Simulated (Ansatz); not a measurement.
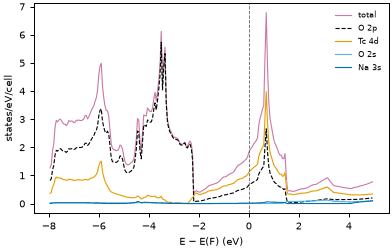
*Total and projected density of states of NaTcO3 (cubic perovskite, space group No. 221), r²SCAN (plane waves, PAW; program Ansatz)*

Q: Which orbitals carry the states next to the Fermi level?

A: Within 0.5 eV of the Fermi level: Tc 4d 61 %, O 2p 36 %. Projections are on Löwdin-orthogonalised atomic valence shells; empty p or d shells of many metals are not among them.

Q: Where is the tallest occupied peak in this window, and what makes it?

A: Near -3.5 eV, about 6.1 states/eV per cell; the largest projected share is O 2p.

Space group Pm-3m (cubic perovskite). The first step of the workflow began from a Materials Project structure, measured or hypothetical; the Crystallography Open Database copy checked does not list it. Its standing as an ambient phase is unchecked. The r²SCAN relaxation kept the symmetry of its start; its stability against distortions is not shown here. No spin polarisation was allowed. Spin–orbit coupling is left out wherever it is not named.

Potentials: the later of the program's two PAW sets.
